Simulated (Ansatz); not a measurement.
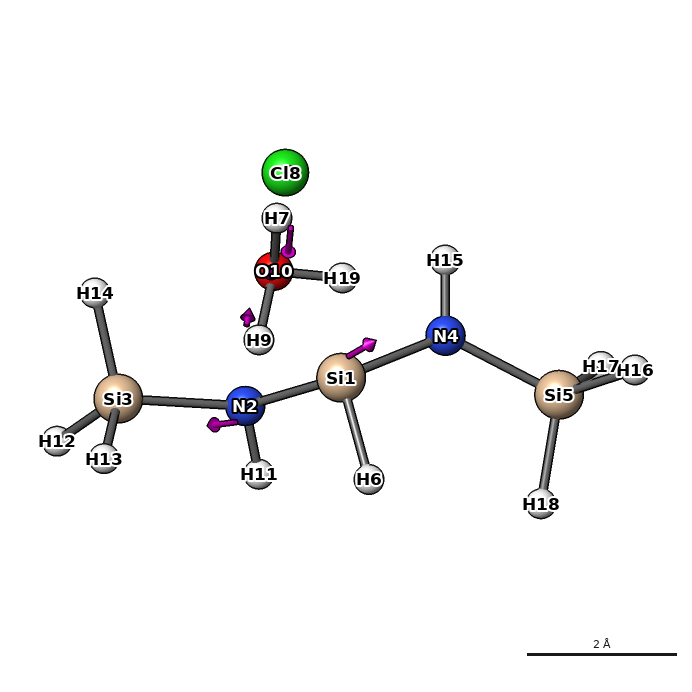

Arrows show the forces on the atoms, 1 Å of arrow for 1 eV/Å; forces under a tenth of the largest aren't drawn. The species is neutral and a spin doublet. Level of theory: PBE0-D4/def2-SVP (Ansatz 0.2.0).

On which atom is the force largest, and how large is it?

On H7: 0.78 eV/Å.
